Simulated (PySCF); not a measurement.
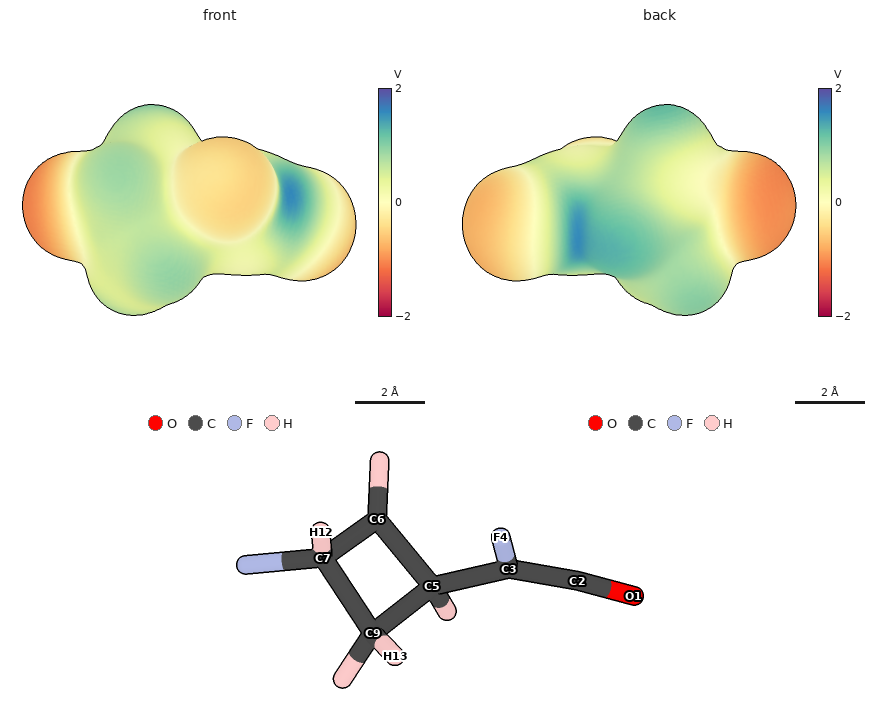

The picture shows: C6H5F2O (doublet). The molecular electrostatic potential painted on the density surface at 0.002 e/bohr³, seen from the front and from behind; red is negative and blue positive. The bare structure is drawn below in the same view.

Geometry: GFN2-xTB.

All numbers below come from UKS B3LYP, pcH-1 on C F H O, non-relativistic, mean-field spin-orbit, GIAO (PySCF).

| atom | x (Å) | y (Å) | z (Å) |
| --- | --- | --- | --- |
| O | 3.5180 | -1.3331 | -0.7599 |
| C | 2.6054 | -0.6095 | -0.7105 |
| C | 1.5004 | 0.0631 | -0.5757 |
| F | 1.4201 | 1.3942 | -0.8568 |
| C | 0.1925 | -0.5789 | -0.1370 |
| C | -0.9374 | -0.2638 | -1.0412 |
| C | -1.5885 | 0.6343 | -0.0596 |
| F | -2.8982 | 0.3370 | 0.2646 |
| C | -0.5412 | 0.2017 | 0.9837 |
| H | 0.3894 | -1.6363 | 0.0577 |
| H | -1.1319 | -0.4814 | -2.0713 |
| H | -1.5878 | 1.7044 | -0.3133 |
| H | 0.0215 | 1.0100 | 1.4423 |
| H | -0.9630 | -0.4423 | 1.7499 |

**Which sites attract a positive test charge, and which a negative one?**

A positive charge is drawn to the negative regions and a negative charge to the positive ones. The most negative region (about −1.0 V) lies over F8, the most positive (about +1.5 V) over C2 and H10.
